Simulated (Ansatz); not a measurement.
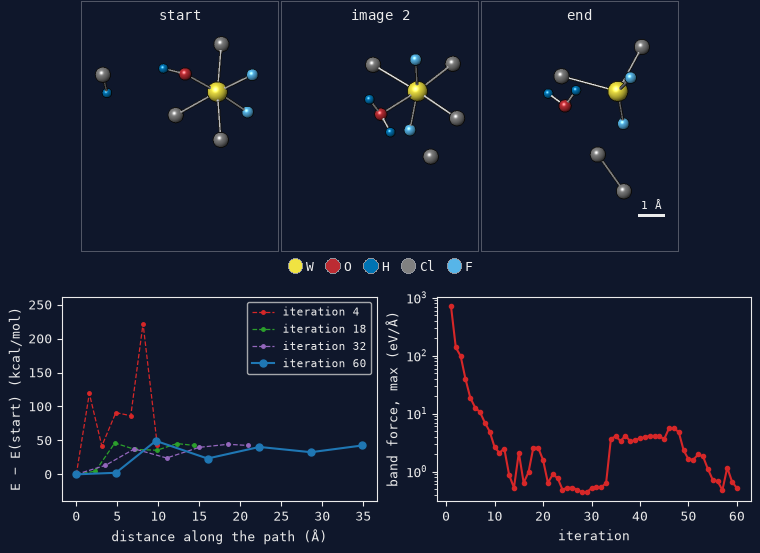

NEB run on WH₂OCl₄F₂, made up at the start of WHOCl₃F₂ and HCl. Images are numbered from 0 (start) to 6 (end). The plot follows the band through its iterations. The picture is a ball-and-stick view, seen at a tilt.

These are results of Ansatz, RHF/def2-SVP, not measurements. Run with 5 movable images; climbing image; force threshold 0.05 eV/Å; iteration limit 60; spring constant 0.5 eV/Å²; starting path through a guess of the saddle point.

Question: Did the band converge, and can the barrier be trusted?

Answer: The result isn't final. The band hadn't converged when the run stopped after 60 iterations. The largest component of the band force went from 720 to 0.52 eV/Å. The barrier read from it is provisional: over the last two iterations the highest image moved from 49.6 kcal/mol to 49.3 kcal/mol. The first iteration put the highest image at 2795.1 kcal/mol. Relative to the start the highest point is image 2 at +49.3 kcal/mol and the end lies at +42.5 kcal/mol, but the profile dips to +23.3 kcal/mol at image 3 on the way, so there may be more than one step; on an unconverged band the side maxima are provisional.

Limits of the set-up: the start holds two separate molecules, 2.4 Å apart at their closest, whose relative position is a soft coordinate and is computed without a dispersion correction; Hartree-Fock leaves out electron correlation.

The run took 16 min on 4 threads of Arm Neoverse V1, on a shared host, peak memory 0.65 GiB.
